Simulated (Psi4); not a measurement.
# Single-point calculation of Si2NH6 (part 2 of 2)

Si2NH6, multiplicity 2, SMILES [SiH2]N[SiH3]; OMP2/cc-pVDZ, UHF (Psi4 1.11). The geometry comes from this level: PBE0-D4/def2-TZVP.

Geometry of the input (Å):
```
Si -1.2009  0.9253  -0.9484
N  0.1969  0.6258  0.0252
Si 0.6117  -0.8205  0.8802
H  -1.6165  -0.3720  -1.5545
H  -0.8429  1.9134  -2.0109
H  0.7641  1.4393  0.2222
H  1.9826  -1.2765  0.5254
H  -0.3782  -1.8534  0.4885
H  0.5716  -0.6277  2.3554
```

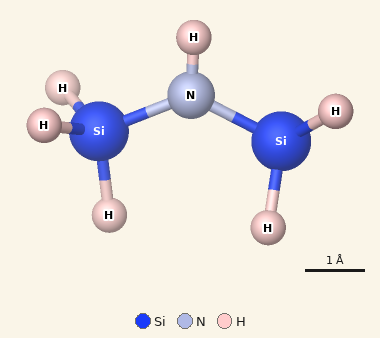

*The input geometry (ball-and-stick view, seen at a tilt).*

**Log, continued**
```
  Module DFOCC Options:
  ----------------------------------------------------------------------------
  ACTIVE                        => (empty)
  BASIS_RELATIVISTIC            => (empty)
  BENCH                         => (empty)
  CC_DIIS_MAX_VECS              => (empty)
  CC_DIIS_MIN_VECS              => (empty)
  CC_LAMBDA                     => (empty)
  CC_MAXITER                    => (empty)
  CC_TYPE                       => (empty)
  CHOLESKY                      => FALSE           !
  CHOLESKY_TOLERANCE            => (empty)
  CI_TYPE                       => (empty)
  COMPUT_S2                     => (empty)
  CUBEPROP_BASIS_FUNCTIONS      => (empty)
  CUBEPROP_FILEPATH             => (empty)
  CUBEPROP_ISOCONTOUR_THRESHOLD => (empty)
  CUBEPROP_ORBITALS             => (empty)
  CUBEPROP_TASKS                => (empty)
  CUBIC_BASIS_TOLERANCE         => (empty)
  CUBIC_BLOCK_MAX_POINTS        => (empty)
  CUBIC_GRID_OVERAGE            => (empty)
  CUBIC_GRID_SPACING            => (empty)
  CUTOFF                        => (empty)
  DDX                           => (empty)
  DEBUG                         => (empty)
  DERTYPE                       => (empty)
  DF_BASIS_CC                   => (empty)
  DIE_IF_NOT_CONVERGED          => (empty)
  DKH_ORDER                     => (empty)
  DOCC                          => (empty)
  DO_DIIS                       => (empty)
  DO_LEVEL_SHIFT                => (empty)
  DO_SCS                        => FALSE           !
  DO_SOS                        => FALSE           !
  E3_SCALE                      => (empty)
  EKT_IP                        => (empty)
  EXTERNAL_POTENTIAL_SYMMETRY   => (empty)
  E_CONVERGENCE                 => 1e-09           !
  FREEZE_CORE                   => (empty)
  FREEZE_CORE_POLICY            => (empty)
  FROZEN_DOCC                   => (empty)
  FROZEN_UOCC                   => (empty)
  HESS_TYPE                     => (empty)
  INTEGRAL_CUTOFF               => (empty)
  INTEGRAL_PACKAGE              => (empty)
  LEVEL_SHIFT                   => (empty)
  LINEQ_SOLVER                  => (empty)
  LITERAL_CFOUR                 => (empty)
  LS_THC_BASIS_TOLERANCE        => (empty)
  LS_THC_DF                     => (empty)
  LS_THC_PRUNING_SCHEME         => (empty)
  LS_THC_RADIAL_POINTS          => (empty)
  LS_THC_SPHERICAL_POINTS       => (empty)
  LS_THC_S_EPSILON              => (empty)
  LS_THC_WEIGHTS_TOLERANCE      => (empty)
  MAT_NUM_COLUMN_PRINT          => (empty)
  MAX_MOGRAD_CONVERGENCE        => (empty)
  MAX_RADIAL_MOMENT             => (empty)
  MBIS_D_CONVERGENCE            => (empty)
  MBIS_MAXITER                  => (empty)
  MBIS_PRUNING_SCHEME           => (empty)
  MBIS_RADIAL_POINTS            => (empty)
  MBIS_SPHERICAL_POINTS         => (empty)
  MOLDEN_WITH_VIRTUAL           => (empty)
  MOLDEN_WRITE                  => (empty)
  MO_DIIS_NUM_VECS              => (empty)
  MO_MAXITER                    => (empty)
  MO_STEP_MAX                   => (empty)
  MP2_AMP_TYPE                  => (empty)
  MP2_OS_SCALE                  => (empty)
  MP2_SOS_SCALE                 => (empty)
  MP2_SOS_SCALE2                => (empty)
  MP2_SS_SCALE                  => (empty)
  MP2_TYPE                      => (empty)
  MP_TYPE                       => (empty)
  NAT_ORBS                      => FALSE           !
  NUM_FROZEN_DOCC               => 11              !
  NUM_FROZEN_UOCC               => (empty)
  NUM_GPUS                      => (empty)
  OCC_ORBS_PRINT                => (empty)
  OEPROP                        => (empty)
  OO_SCALE                      => (empty)
  OPT_METHOD                    => (empty)
  ORBITAL_OPTIMIZER_PACKAGE     => (empty)
  ORB_OPT                       => TRUE            !
  ORB_RESP_SOLVER               => (empty)
  ORTH_TYPE                     => (empty)
  PARENT_SYMMETRY               => (empty)
  PCG_BETA_TYPE                 => (empty)
  PCG_CONVERGENCE               => (empty)
  PCG_MAXITER                   => (empty)
  PCM                           => (empty)
  PE                            => (empty)
  PPL_TYPE                      => (empty)
  PRINT                         => (empty)
  PRINT_NOONS                   => (empty)
  PROPERTIES                    => (empty)
  PROPERTIES_ORIGIN             => (empty)
  PUREAM                        => TRUE            !
  QCHF                          => (empty)
  QC_MODULE                     => (empty)
  RAS1                          => (empty)
  RAS2                          => (empty)
  RAS3                          => (empty)
  RAS4                          => (empty)
  READ_SCF_3INDEX               => (empty)
  REGULARIZATION                => (empty)
  REG_PARAM                     => (empty)
  RELATIVISTIC                  => (empty)
  REMP_A                        => (empty)
  RESTRICTED_DOCC               => (empty)
  RESTRICTED_UOCC               => (empty)
  RMS_MOGRAD_CONVERGENCE        => (empty)
  R_CONVERGENCE                 => (empty)
  SCF_TYPE                      => PK              !
  SCREENING                     => (empty)
  SCS_TYPE                      => (empty)
  SOCC                          => (empty)
  SOS_TYPE                      => (empty)
  TRIPLES_IABC_TYPE             => (empty)
  WFN                           => (empty)
  WFN_TYPE                      => DF-OMP2         !
  WRITER_FILE_LABEL             => (empty)
  ZORA_BASIS_TOLERANCE          => (empty)
  ZORA_NR_DEBUG                 => (empty)
  ZORA_PRUNING_SCHEME           => (empty)
  ZORA_RADIAL_POINTS            => (empty)
  ZORA_SPHERICAL_POINTS         => (empty)

	Warning: cc_lambda option is changed to TRUE
	For this residual convergence, default PCG convergence is:     1.00e-07
	For this energy convergence, default RMS orbital gradient is:     3.16e-07
	For this energy convergence, default MAX orbital gradient is:     2.00e-06

 ==============================================================================
 ==============================================================================
 ==============================================================================

                      DF-OMP2 (DF-OO-MP2)

 ==============================================================================
 ==============================================================================
 ==============================================================================

	MO Hessian type is changed to 'APPROX_DIAG'
	MO spaces...

	 FC   AOCC   BOCC  AVIR   BVIR   FV
	------------------------------------------
	 11    10     9    59     60     0
	Number of basis functions in the DF-HF basis: 432
	Number of basis functions in the DF-CC basis: 292

	Minimum required memory for amplitudes:      7.97 MB

	Computing DF-MP2 energy using SCF MOs (Canonical DF-MP2)...
	=======================================================================
	Nuclear Repulsion Energy (a.u.)    :   147.53369146441443
	DF-HF Energy (a.u.)                :  -635.80034755961412
	REF Energy (a.u.)                  :  -635.80034755961412
	Alpha-Alpha Contribution (a.u.)    :    -0.03850577744352
	Alpha-Beta Contribution (a.u.)     :    -0.28584224703819
	Beta-Beta Contribution (a.u.)      :    -0.03446347698746
	Scaled_SS Correlation Energy (a.u.):    -0.02432308481033
	Scaled_OS Correlation Energy (a.u.):    -0.34301069644583
	DF-SCS-MP2 Total Energy (a.u.)     :  -636.16768134087033
	DF-SOS-MP2 Total Energy (a.u.)     :  -636.17194248076373
	DF-SCS(N)-MP2 Total Energy (a.u.)  :  -635.92877344741271
	DF-MP2 Correlation Energy (a.u.)   :    -0.35881150146917
	DF-MP2 Total Energy (a.u.)         :  -636.15915906108330
	=======================================================================

	Number of alpha independent-pairs:1349
	Number of beta independent-pairs :1299

 ==============================================================================
 ================ Performing DF-OMP2 iterations... ============================
 ==============================================================================
	            Minimizing DF-MP2-L Functional
	            ------------------------------
 Iter       E_total           DE           RMS MO Grad      MAX MO Grad      RMS T2
 ----    ---------------    ----------     -----------      -----------     ----------
	successfully fired up coupled DIIS...
   1     -636.1627996510     -3.62e-03       8.58e-04         1.38e-02        1.76e-05
   2     -636.1634219979     -6.22e-04       4.03e-04         9.15e-03        8.39e-06
   3     -636.1636454089     -2.23e-04       1.59e-04         4.07e-03        7.91e-06
   4     -636.1636783878     -3.30e-05       1.02e-04         2.49e-03        2.63e-06
   5     -636.1637003813     -2.20e-05       5.72e-05         6.26e-04        2.62e-06
   6     -636.1637073587     -6.98e-06       4.26e-05         4.08e-04        9.00e-07
   7     -636.1637130786     -5.72e-06       3.19e-05         3.31e-04        6.11e-07
   8     -636.1637172212     -4.14e-06       2.22e-05         2.45e-04        2.05e-07
   9     -636.1637193440     -2.12e-06       1.24e-05         1.55e-04        2.50e-07
  10     -636.1637198000     -4.56e-07       8.45e-06         1.29e-04        9.84e-08
  11     -636.1637199723     -1.72e-07       6.61e-06         1.22e-04        3.54e-08
  12     -636.1637200778     -1.05e-07       5.55e-06         1.11e-04        3.94e-08
  13     -636.1637201902     -1.12e-07       4.29e-06         8.90e-05        2.31e-08
  14     -636.1637202562     -6.60e-08       3.19e-06         6.78e-05        2.19e-08
  15     -636.1637202940     -3.78e-08       2.44e-06         5.19e-05        3.36e-08
  16     -636.1637203146     -2.06e-08       1.95e-06         3.63e-05        1.09e-08
  17     -636.1637203267     -1.21e-08       1.37e-06         2.31e-05        9.25e-09
  18     -636.1637203336     -6.86e-09       9.12e-07         1.52e-05        6.72e-09
  19     -636.1637203354     -1.82e-09       7.51e-07         1.28e-05        3.40e-09
  20     -636.1637203369     -1.51e-09       6.04e-07         1.01e-05        2.75e-09
  21     -636.1637203382     -1.33e-09       4.48e-07         6.92e-06        2.59e-09
  22     -636.1637203388     -5.74e-10       3.20e-07         4.70e-06        1.98e-09
  23     -636.1637203390     -1.67e-10       2.79e-07         4.27e-06        1.19e-09
  24     -636.1637203391     -8.53e-11       2.43e-07         4.82e-06        1.05e-09
  25     -636.1637203392     -9.56e-11       2.14e-07         4.79e-06        1.20e-09
  26     -636.1637203393     -1.63e-10       1.59e-07         4.11e-06        1.48e-09
  27     -636.1637203394     -1.10e-10       1.07e-07         3.12e-06        8.89e-10
  28     -636.1637203395     -3.02e-11       8.86e-08         2.55e-06        7.21e-10
  29     -636.1637203395     -1.35e-11       7.57e-08         2.15e-06        5.91e-10
  30     -636.1637203395     -1.44e-11       5.94e-08         1.55e-06        5.09e-10
  31     -636.1637203395     -8.75e-12       4.77e-08         1.16e-06        1.54e-10
  32     -636.1637203395     -5.57e-12       3.06e-08         6.12e-07        2.43e-10
  33     -636.1637203395     -3.41e-12       2.18e-08         3.92e-07        2.01e-10

 ==============================================================================
 ======================== DF-OMP2 ITERATIONS ARE CONVERGED ====================
 ==============================================================================

	Computing MP2 energy using optimized MOs...
	=======================================================================
	Nuclear Repulsion Energy (a.u.)    :   147.53369146441443
	DF-HF Energy (a.u.)                :  -635.80034755961412
	REF Energy (a.u.)                  :  -635.79506422280633
	Alpha-Alpha Contribution (a.u.)    :    -0.04011358729592
	Alpha-Beta Contribution (a.u.)     :    -0.29224207097147
	Beta-Beta Contribution (a.u.)      :    -0.03630045845734
	Scaled_SS Correlation Energy (a.u.):    -0.02547134858442
	Scaled_OS Correlation Energy (a.u.):    -0.35069048516576
	DF-SCS-MP2 Total Energy (a.u.)     :  -636.17122605655652
	DF-SOS-MP2 Total Energy (a.u.)     :  -636.14575470797206
	DF-SCS(N)-MP2 Total Energy (a.u.)  :  -635.92955294333206
	DF-MP2 Correlation Energy (a.u.)   :    -0.36337277991697
	DF-MP2 Total Energy (a.u.)         :  -636.16372033953110
	=======================================================================

	=======================================================================
	================ DF-OMP2 FINAL RESULTS ================================
	=======================================================================
	Nuclear Repulsion Energy (a.u.)    :   147.53369146441443
	DF-HF Energy (a.u.)                :  -635.80034755961412
	REF Energy (a.u.)                  :  -635.79506422280633
	DF-SCS-OMP2 Total Energy (a.u.)    :  -636.17122605655652
	DF-SOS-OMP2 Total Energy (a.u.)    :  -636.14575470797206
	DF-SCS(N)-OMP2 Total Energy (a.u.) :  -635.92955294333206
	DF-OMP2 Correlation Energy (a.u.)  :    -0.36337277990071
	Edfomp2 - Eref (a.u.)              :    -0.36865611670851
	DF-OMP2 Total Energy (a.u.)        :  -636.16372033951484
	=======================================================================

	total time  =         28 seconds =       0.47 minutes
```

**Standard output**
```
energy: -17310.896569 eV
```

**Summary**

- outcome: converged
- total energy: −636.163720 hartree
- SCF energy: −635.800348 hartree
- MP2 energy: −636.159159 hartree
- correlation energy: −0.363373 hartree
- basis functions: 80
- ⟨S²⟩: 0.755
- wall time: 35 s
- peak memory: 0.38 GiB
